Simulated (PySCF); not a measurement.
# TMS-CH2F: NMR shifts at several levels of theory, part 2 of 2

PySCF 2.14.0. Atoms count from 0. The steps go on from the part before.

## (5) NMR shieldings: PBE0/6-31G*

What the job is given:

```
{"job": {"kind": "nmr", "xc": "PBE0", "basis": "6-31G*", "pop": true}, "charge": 0, "multiplicity": 1}
C     -0.663078    -1.792689     0.271739
Si    -0.018489    -0.049604    -0.026362
C     -1.184831     0.922347    -1.131470
C      1.709616    -0.075690    -0.760810
C      0.096627     0.869810     1.638834
F      0.608339     2.140744     1.406167
H     -0.724592    -2.343309    -0.680977
H      0.000381    -2.361415     0.943163
H     -1.671615    -1.782915     0.714239
H     -0.869771     1.976321    -1.178567
H     -1.191721     0.521013    -2.157569
H     -2.217711     0.893238    -0.748738
H      2.111024     0.949357    -0.794831
H      1.712889    -0.479127    -1.785523
H      2.393694    -0.686218    -0.150362
H     -0.890716     0.972172     2.125386
H      0.757403     0.349434     2.356121
```

Level: GIAO PBE0/6-31G* NMR shielding, non-relativistic, gas phase.

The program printed:

```text
coarse grid: 13880 points
cycle   1  E = -547.9148128134  dE =  1.804e-01  |g| = 6.483e-01  |ddm| = 3.332e+00
cycle   2  E = -547.8833199434  dE =  3.149e-02  |g| = 7.789e-01  |ddm| = 1.191e+00
cycle   3  E = -548.0070379938  dE = -1.237e-01  |g| = 8.214e-02  |ddm| = 6.487e-01
cycle   4  E = -548.0082917506  dE = -1.254e-03  |g| = 2.319e-02  |ddm| = 7.278e-02
cycle   5  E = -548.0084075904  dE = -1.158e-04  |g| = 3.140e-03  |ddm| = 2.003e-02
cycle   6  E = -548.0084096963  dE = -2.106e-06  |g| = 1.262e-03  |ddm| = 4.048e-03
final grid: 127456 points
cycle   7  E = -547.9626994314  dE = -2.289e-05  |g| = 9.705e-03  |ddm| = 1.819e-02
cycle   8  E = -547.9626912484  dE =  8.183e-06  |g| = 1.188e-02  |ddm| = 1.691e-02
cycle   9  E = -547.9627222039  dE = -3.096e-05  |g| = 1.033e-03  |ddm| = 8.855e-03
cycle  10  E = -547.9627224012  dE = -1.973e-07  |g| = 1.235e-04  |ddm| = 8.425e-04
cycle  11  E = -547.9627224035  dE = -2.325e-09  |g| = 4.727e-05  |ddm| = 1.250e-04
cycle  12  E = -547.9627224041  dE = -5.856e-10  |g| = 1.023e-05  |ddm| = 5.209e-05
converged SCF energy = -547.9627224041

GIAO shielding tensors (ppm)
atom      isotropic    diamagn.    paramagn.     s11        s22        s33       span
  0 C      197.526     252.027     -54.501    193.490    198.228    200.861      7.371
  1 Si     417.173     882.304    -465.131    403.161    414.813    433.545     30.385
  2 C      197.295     251.962     -54.667    192.542    196.551    202.792     10.251
  3 C      197.458     251.991     -54.533    192.702    196.727    202.943     10.241
  4 C      120.656     248.240    -127.585     79.192     99.078    183.696    104.504
  5 F      478.723     471.053       7.671    444.050    465.850    526.270     82.220
  6 H       31.919      30.289       1.630     27.815     29.587     38.355     10.540
  7 H       32.123      30.303       1.820     27.614     29.747     39.007     11.392
  8 H       32.138      30.315       1.823     27.644     29.767     39.002     11.358
  9 H       31.509      30.267       1.242     26.922     29.727     37.878     10.955
 10 H       32.005      30.385       1.621     27.682     29.760     38.574     10.892
 11 H       31.986      30.404       1.583     27.737     29.226     38.996     11.260
 12 H       31.492      30.279       1.213     26.884     29.787     37.805     10.921
 13 H       32.024      30.398       1.627     27.705     29.731     38.637     10.932
 14 H       31.990      30.423       1.568     27.753     29.205     39.013     11.259
 15 H       27.742      29.571      -1.829     23.579     28.341     31.306      7.728
 16 H       27.758      29.578      -1.820     23.528     28.384     31.362      7.834
```

Run time: 11 s. Hardware: 1 thread of Arm Neoverse V2, shared host; peak memory 0.56 GiB.

In short: δ C4 73.5, C0 -3.3, Si1 0.9, F5 -279.8, H15 4.21, H6 0.05 ppm (means over like atoms).

## (6) NMR shieldings: PBE0/6-311+G(2d,p)

Same as in step 5 but for these lines:

```diff
@@ -1,2 +1,2 @@
-{"job": {"kind": "nmr", "xc": "PBE0", "basis": "6-31G*", "pop": true}, "charge": 0, "multiplicity": 1}
+{"job": {"kind": "nmr", "xc": "PBE0", "basis": "6-311+G(2d,p)", "pop": true}, "charge": 0, "multiplicity": 1}
 C     -0.663078    -1.792689     0.271739
```

With the program's defaults for keys left out, this is: GIAO PBE0/6-311+G(2d,p) NMR shielding, non-relativistic, gas phase.

The program printed:

```text
coarse grid: 13880 points
cycle   1  E = -547.9939835499  dE =  1.643e-01  |g| = 6.444e-01  |ddm| = 3.052e+00
cycle   2  E = -547.9515375605  dE =  4.245e-02  |g| = 8.187e-01  |ddm| = 1.043e+00
cycle   3  E = -548.0810293943  dE = -1.295e-01  |g| = 1.023e-01  |ddm| = 6.143e-01
cycle   4  E = -548.0825686394  dE = -1.539e-03  |g| = 3.497e-02  |ddm| = 7.261e-02
cycle   5  E = -548.0827979305  dE = -2.293e-04  |g| = 4.926e-03  |ddm| = 2.619e-02
cycle   6  E = -548.0828024533  dE = -4.523e-06  |g| = 1.610e-03  |ddm| = 5.370e-03
final grid: 127456 points
cycle   7  E = -548.0848492839  dE = -5.564e-05  |g| = 8.701e-03  |ddm| = 4.000e-02
cycle   8  E = -548.0848428016  dE =  6.482e-06  |g| = 1.047e-02  |ddm| = 1.264e-02
cycle   9  E = -548.0848674509  dE = -2.465e-05  |g| = 1.042e-03  |ddm| = 6.694e-03
cycle  10  E = -548.0848676011  dE = -1.503e-07  |g| = 3.070e-04  |ddm| = 8.413e-04
cycle  11  E = -548.0848676150  dE = -1.385e-08  |g| = 5.144e-05  |ddm| = 1.891e-04
cycle  12  E = -548.0848676155  dE = -5.500e-10  |g| = 2.153e-05  |ddm| = 5.569e-05
converged SCF energy = -548.0848676155

GIAO shielding tensors (ppm)
atom      isotropic    diamagn.    paramagn.     s11        s22        s33       span
  0 C      190.573     248.700     -58.127    185.824    191.178    194.716      8.892
  1 Si     346.380     881.656    -535.275    332.070    344.251    362.820     30.750
  2 C      190.099     248.961     -58.862    184.022    189.180    197.095     13.074
  3 C      190.289     248.998     -58.709    184.216    189.337    197.314     13.098
  4 C      107.404     246.728    -139.324     61.737     83.615    176.859    115.123
  5 F      471.366     461.536       9.830    420.548    469.819    523.732    103.184
  6 H       31.443      30.472       0.971     27.688     29.022     37.620      9.931
  7 H       31.631      30.646       0.985     27.450     29.135     38.308     10.858
  8 H       31.648      30.661       0.987     27.482     29.157     38.306     10.824
  9 H       31.037      30.431       0.606     26.875     29.224     37.012     10.137
 10 H       31.548      30.703       0.845     27.585     29.199     37.860     10.276
 11 H       31.545      30.634       0.910     27.623     28.649     38.362     10.740
 12 H       31.019      30.414       0.605     26.834     29.290     36.932     10.098
 13 H       31.562      30.741       0.820     27.602     29.166     37.917     10.314
 14 H       31.554      30.645       0.909     27.640     28.635     38.386     10.746
 15 H       27.164      30.556      -3.392     23.130     27.730     30.633      7.503
 16 H       27.178      30.577      -3.399     23.080     27.754     30.699      7.619
```

Wall time 31 s (1 thread of Arm Neoverse V2, shared host); peak memory 0.87 GiB.

Key values: δ C4 79.0, C0 -3.9, Si1 -1.9, F5 -296.6, H15 4.34, H6 0.07 ppm (means over like atoms).

## (7) Nuclear shieldings: PBE0/def2-SVP

Same as in step 6 but for these lines:

```diff
@@ -1,2 +1,2 @@
-{"job": {"kind": "nmr", "xc": "PBE0", "basis": "6-311+G(2d,p)", "pop": true}, "charge": 0, "multiplicity": 1}
+{"job": {"kind": "nmr", "xc": "PBE0", "basis": "def2-SVP", "pop": true}, "charge": 0, "multiplicity": 1}
 C     -0.663078    -1.792689     0.271739
```

Level: GIAO PBE0/def2-SVP NMR shielding, non-relativistic, gas phase.

The program printed:

```text
coarse grid: 13880 points
cycle   1  E = -547.5549835059  dE =  1.357e-01  |g| = 6.085e-01  |ddm| = 3.827e+00
cycle   2  E = -547.5241156183  dE =  3.087e-02  |g| = 7.409e-01  |ddm| = 1.309e+00
cycle   3  E = -547.6367170012  dE = -1.126e-01  |g| = 7.627e-02  |ddm| = 7.190e-01
cycle   4  E = -547.6377485512  dE = -1.032e-03  |g| = 2.643e-02  |ddm| = 7.814e-02
cycle   5  E = -547.6378988273  dE = -1.503e-04  |g| = 3.371e-03  |ddm| = 2.573e-02
cycle   6  E = -547.6379011563  dE = -2.329e-06  |g| = 1.362e-03  |ddm| = 4.804e-03
final grid: 127456 points
cycle   7  E = -547.7095823319  dE = -2.196e-05  |g| = 8.830e-03  |ddm| = 2.345e-02
cycle   8  E = -547.7095751905  dE =  7.141e-06  |g| = 1.074e-02  |ddm| = 1.707e-02
cycle   9  E = -547.7096013696  dE = -2.618e-05  |g| = 9.080e-04  |ddm| = 9.375e-03
cycle  10  E = -547.7096015174  dE = -1.478e-07  |g| = 1.126e-04  |ddm| = 9.223e-04
cycle  11  E = -547.7096015194  dE = -2.030e-09  |g| = 3.998e-05  |ddm| = 1.215e-04
cycle  12  E = -547.7096015198  dE = -4.075e-10  |g| = 1.049e-05  |ddm| = 4.950e-05
converged SCF energy = -547.7096015198

GIAO shielding tensors (ppm)
atom      isotropic    diamagn.    paramagn.     s11        s22        s33       span
  0 C      197.490     249.034     -51.544    193.174    198.425    200.870      7.696
  1 Si     406.024     884.193    -478.168    393.177    404.161    420.735     27.559
  2 C      197.067     248.469     -51.402    191.674    196.412    203.115     11.440
  3 C      197.241     248.491     -51.250    191.853    196.590    203.281     11.428
  4 C      119.254     248.859    -129.606     75.321     97.124    185.315    109.994
  5 F      481.123     471.336       9.788    429.971    477.724    535.675    105.704
  6 H       31.318      30.481       0.837     27.354     28.723     37.879     10.525
  7 H       31.495      30.555       0.940     27.153     28.813     38.519     11.366
  8 H       31.512      30.568       0.944     27.183     28.838     38.515     11.332
  9 H       30.890      30.455       0.434     26.440     28.876     37.353     10.913
 10 H       31.404      30.493       0.911     27.245     28.878     38.090     10.845
 11 H       31.384      30.557       0.827     27.270     28.359     38.524     11.255
 12 H       30.872      30.473       0.398     26.389     28.941     37.285     10.896
 13 H       31.421      30.510       0.911     27.263     28.849     38.151     10.889
 14 H       31.393      30.582       0.811     27.292     28.347     38.540     11.248
 15 H       27.240      30.506      -3.266     23.156     27.766     30.799      7.642
 16 H       27.254      30.508      -3.254     23.097     27.807     30.859      7.762
```

Run time: 14 s. Hardware: 1 thread of Arm Neoverse V2, shared host; peak memory 0.73 GiB.

In short: δ C4 74.5, C0 -3.5, Si1 1.1, F5 -266.5, H15 4.09, H6 0.04 ppm (means over like atoms).

## (8) Nuclear shieldings: PBE0/def2-TZVP

Same as in step 7 but for these lines:

```diff
@@ -1,2 +1,2 @@
-{"job": {"kind": "nmr", "xc": "PBE0", "basis": "def2-SVP", "pop": true}, "charge": 0, "multiplicity": 1}
+{"job": {"kind": "nmr", "xc": "PBE0", "basis": "def2-TZVP", "pop": true}, "charge": 0, "multiplicity": 1}
 C     -0.663078    -1.792689     0.271739
```

With the program's defaults for keys left out, this is: GIAO PBE0/def2-TZVP NMR shielding, non-relativistic, gas phase.

The program printed:

```text
coarse grid: 13880 points
cycle   1  E = -548.0250759766  dE =  1.614e-01  |g| = 6.481e-01  |ddm| = 2.788e+00
cycle   2  E = -547.9833524701  dE =  4.172e-02  |g| = 8.216e-01  |ddm| = 1.090e+00
cycle   3  E = -548.1132544504  dE = -1.299e-01  |g| = 9.842e-02  |ddm| = 6.451e-01
cycle   4  E = -548.1146954652  dE = -1.441e-03  |g| = 3.510e-02  |ddm| = 7.004e-02
cycle   5  E = -548.1149255805  dE = -2.301e-04  |g| = 4.737e-03  |ddm| = 2.390e-02
cycle   6  E = -548.1149298708  dE = -4.290e-06  |g| = 1.579e-03  |ddm| = 4.437e-03
final grid: 127456 points
cycle   7  E = -548.1080155009  dE = -6.559e-05  |g| = 8.928e-03  |ddm| = 4.408e-02
cycle   8  E = -548.1080089229  dE =  6.578e-06  |g| = 1.064e-02  |ddm| = 1.304e-02
cycle   9  E = -548.1080340378  dE = -2.511e-05  |g| = 1.056e-03  |ddm| = 6.730e-03
cycle  10  E = -548.1080341887  dE = -1.509e-07  |g| = 3.234e-04  |ddm| = 8.926e-04
cycle  11  E = -548.1080342043  dE = -1.561e-08  |g| = 5.463e-05  |ddm| = 2.216e-04
cycle  12  E = -548.1080342049  dE = -6.420e-10  |g| = 2.077e-05  |ddm| = 5.113e-05
converged SCF energy = -548.1080342049

GIAO shielding tensors (ppm)
atom      isotropic    diamagn.    paramagn.     s11        s22        s33       span
  0 C      190.705     247.321     -56.616    185.973    191.381    194.762      8.789
  1 Si     333.773     877.670    -543.898    319.169    331.199    350.949     31.780
  2 C      190.464     247.029     -56.565    184.437    189.395    197.560     13.123
  3 C      190.644     247.059     -56.415    184.606    189.553    197.773     13.168
  4 C      106.632     243.388    -136.756     61.136     82.259    176.500    115.363
  5 F      473.714     467.042       6.671    424.233    468.936    527.972    103.740
  6 H       31.417      30.230       1.188     27.761     28.972     37.519      9.759
  7 H       31.586      30.235       1.351     27.473     29.076     38.208     10.735
  8 H       31.602      30.252       1.350     27.505     29.095     38.205     10.700
  9 H       31.013      30.007       1.007     26.925     29.192     36.924      9.999
 10 H       31.534      30.200       1.334     27.637     29.196     37.767     10.130
 11 H       31.524      30.250       1.274     27.673     28.601     38.297     10.623
 12 H       30.997      30.012       0.985     26.888     29.258     36.846      9.958
 13 H       31.547      30.213       1.334     27.654     29.162     37.826     10.172
 14 H       31.534      30.260       1.274     27.692     28.589     38.322     10.629
 15 H       27.178      29.871      -2.694     23.209     27.673     30.651      7.442
 16 H       27.194      29.875      -2.681     23.163     27.700     30.718      7.555
```

It took 36 s on 1 thread of Arm Neoverse V2, shared host; peak memory 1 GiB.

In short: δ C4 80.0, C0 -4.0, Si1 -2.2, F5 -294.9, H15 4.30, H6 0.06 ppm (means over like atoms).

## (9) Comparing the runs: NMR shifts

Shifts (ppm), means over like atoms, with basis size and wall time (the measured row can stand on another reference than the computed rows):

```csv
run,C4,C0,H15,H6,Si1,F5,functions,time
PBE0/STO-3G,51.4,-1.0,1.70,0.06,-9.1,-163.0,45,4 s
PBE0/6-31G,73.3,-3.5,4.24,0.08,1.6,-299.1,80,8 s
PBE0/6-31G*,73.5,-3.3,4.21,0.05,0.9,-279.8,110,11 s
"PBE0/6-311+G(2d,p)",79.0,-3.9,4.34,0.07,-1.9,-296.6,236,31 s
PBE0/def2-SVP,74.5,-3.5,4.09,0.04,1.1,-266.5,143,14 s
PBE0/def2-TZVP,80.0,-4.0,4.30,0.06,-2.2,-294.9,258,36 s
measured,–,–,–,–,–,-277.0,–,–
```

Measured: G. Saielli, R. Bini, A. Bagno, Computational 19F NMR. 2. Organic compounds, RSC Adv. 2014, ESI (exp. from Berger-Braun-Kalinowski 1994 and Everett 1995).

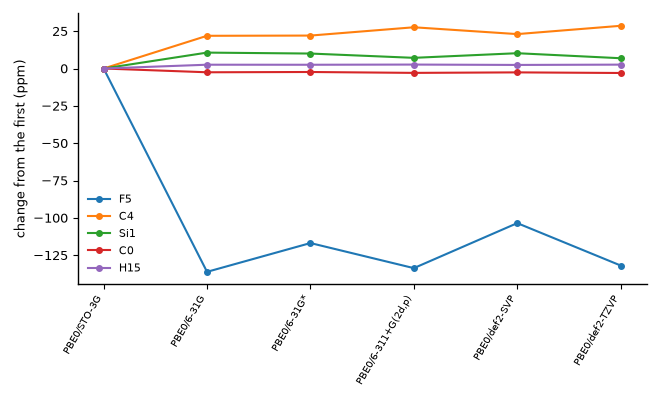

How five of the tabulated atoms move from run to run.

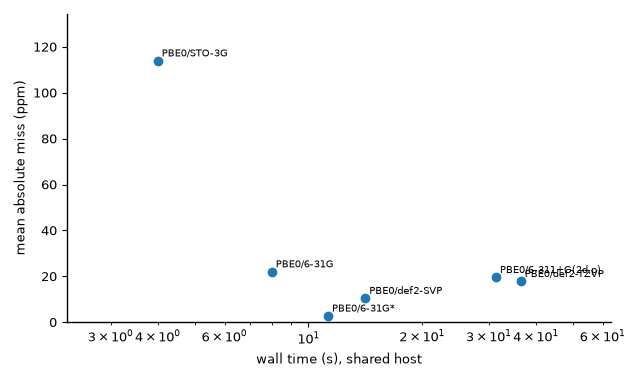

Cost against miss for the one measured 19F shift.

## (10) Outcome

The summary covers parts 1 to 2.

| quantity | value |
| --- | --- |
| rotational constants (main isotopes) | 3.08, 1.87, 1.86 GHz |
| 13C shifts against TMS (PBE0/STO-3G, means over atoms taken as alike) | 51.4, -1.0 ppm |
| 1H shifts against TMS (PBE0/STO-3G, means over atoms taken as alike) | 1.70, 0.06 ppm |
| 29Si shifts against TMS (PBE0/STO-3G) | -9.1 ppm |
| 19F shifts against CFCl3 (PBE0/STO-3G) | -163.0 ppm |
| measured, and computed on the same scale | F5 δ -277.0, -163.0 ppm |
| range of the shift of F5 | -299.1 to -163.0 ppm |
| property runs in this session | 6, of which 0 failed and 1 gave unsound results |

What this shows: Single values in the summary come from the first run of each kind that ended normally (PBE0/STO-3G), which need not be the best level. A minimal basis gives no usable values, so read them as a test of settings alone. The start was shaken at random, so part of the energy gained undoes that. Over 9 steps the energy fell by 0.977 eV; of the close pairs, Si1–C3 changed most, 2.016 to 1.878 Å. The one measured 19F shift is missed by +114.0 ppm (computed less measured, unscaled). Vibration, temperature and solvent are missing from the calculation, and it holds one conformer, so part of the miss against the measured shifts is not the functional's. In ppm, F5 moves most: its shift spreads over 136.1 ppm, from -299.1 (PBE0/6-31G) to -163.0 (PBE0/STO-3G). A minimal basis is unusable for shieldings, so that end is no result. Most of that comes from the computed reference, not from the atom's own shielding. For the one measured 19F shift, PBE0/6-31G* misses least (2.8 ppm, 11 s) and PBE0/STO-3G most (114.0 ppm, 4 s). One molecule ranks no method: errors cancel, and vibration and temperature are missing from all runs.
